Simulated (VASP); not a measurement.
Band structure of VSi (relaxed from the rocksalt structure, space group Fm-3m). Computed with PBEsol GGA, VASP's PBE PAW potentials (set 64) (plane waves; VASP).

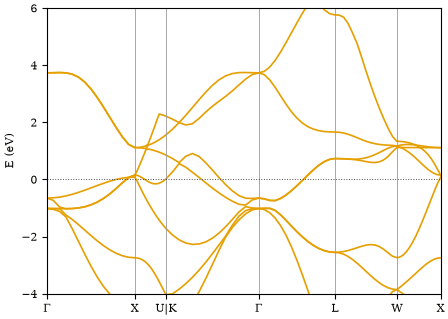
Figure: Bands along high-symmetry lines, zero at the valence-band maximum or, without a gap, the Fermi level

Problem. Read the plot: is there a gap, and where are the band edges?

Solution. It has no gap at this level: it comes out as a metal or semimetal. (Edges off the drawn lines would not show.)

The structure was generated: VSi was put into the rocksalt type (Fm-3m), which need not be its known phase. It was relaxed first, which changed the volume by -21 %. The run is not spin-polarised, so no magnetic state was tried. The electron count is odd and the run is not spin-polarised, which forces a metal.
